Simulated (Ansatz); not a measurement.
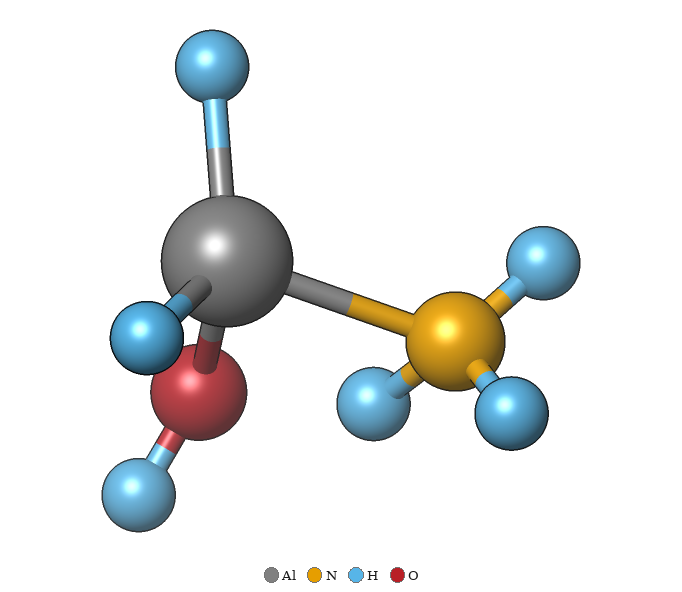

Starting geometry of the run.

Ansatz 0.2.0 input:

```yaml
crystal:
  periodic: [false, false, false]
  atoms:
    - {symbol: Al, position_ang: [-0.161263, -0.813559, 0.488215]}
    - {symbol: N, position_ang: [-0.459672, 1.066843, -0.038561]}
    - {symbol: H, position_ang: [-1.500278, -1.676263, 0.330778]}
    - {symbol: H, position_ang: [0.737050, -0.937819, 1.802206]}
    - {symbol: H, position_ang: [0.265984, 0.628914, -0.754607]}
    - {symbol: O, position_ang: [0.826827, -0.697625, -0.983838]}
    - {symbol: H, position_ang: [-0.131678, 1.816162, 0.567559]}
    - {symbol: H, position_ang: [-1.361600, 1.356043, -0.403692]}
    - {symbol: H, position_ang: [1.784632, -0.742797, -1.008058]}
basis:
  gaussian: {orbitals: def2-TZVP}
hamiltonian: {xc: pbe0, dispersion: d4}
relax: {f_tol: 0.005, max_steps: 200}
```

Command:

```sh
ansatz run in.yaml --threads 2 --pin off --events-out ev --progress --plain --max-ram 4352MiB
```

What the program printed (its end):

```
849 factors; their error is unknown
mean field -10228.51730050 eV, -375.8910776552 hartree, gradient 4.4e-5 eV, S^2 0.000000; 1 other end points of the search recorded, 0 dependent functions left out
the calculation of the forces begins
reference -10228.51733363 eV, -375.8910788727 hartree; 17, 17 occupied and 118, 118 virtual orbitals, 849 factors
Total energy: -10228.61958420 eV, -375.8948365121 hartree
Atom 0 at     0.033725    -0.808813     0.401820 Å, force    -0.000303    -0.000765     0.000045 eV/Å
Atom 1 at    -0.504238     1.115097    -0.015171 Å, force    -0.000212     0.002203    -0.000164 eV/Å
Atom 2 at    -1.333648    -1.620248     0.205916 Å, force     0.000129     0.000122     0.000031 eV/Å
Atom 3 at     0.636329    -0.705646     1.882598 Å, force    -0.000012     0.000162    -0.000257 eV/Å
Atom 4 at     0.079995     1.332341    -0.819650 Å, force    -0.000763    -0.000474     0.001167 eV/Å
Atom 5 at     1.153740    -0.787064    -0.926169 Å, force     0.000531    -0.000614    -0.000361 eV/Å
Atom 6 at    -0.294501     1.773376     0.726637 Å, force    -0.000543    -0.000984    -0.001371 eV/Å
Atom 7 at    -1.476564     1.224834    -0.279995 Å, force     0.001586    -0.000326     0.000580 eV/Å
Atom 8 at     1.705164    -1.523978    -1.175984 Å, force    -0.000413     0.000676     0.000330 eV/Å
Dipole moment:    -0.191752     0.800666    -0.212405 e Å
```
